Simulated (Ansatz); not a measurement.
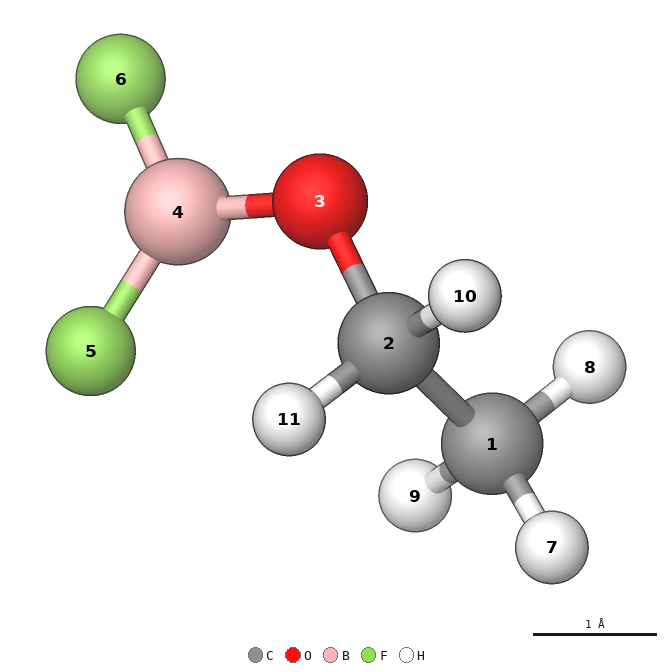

Numbered structure. The computed structure is the end point of a PBE-D4/def2-SVP optimisation. No frequency run is at hand to confirm it as a minimum.

Give these bond angles: C2–C1–H7, C2–C1–H8, C2–C1–H9, C1–C2–O3, C1–C2–H10, C1–C2–H11, O3–C2–H10, O3–C2–H11, C2–O3–B4, O3–B4–F5, O3–B4–F6, F5–B4–F6.

| angle | degrees |
| --- | --- |
| C2–C1–H7 | 110.5 |
| C2–C1–H8 | 110.8 |
| C2–C1–H9 | 110.9 |
| C1–C2–O3 | 111.3 |
| C1–C2–H10 | 110.8 |
| C1–C2–H11 | 110.7 |
| O3–C2–H10 | 106.1 |
| O3–C2–H11 | 110.0 |
| C2–O3–B4 | 121.0 |
| O3–B4–F5 | 122.5 |
| O3–B4–F6 | 119.4 |
| F5–B4–F6 | 118.1 |
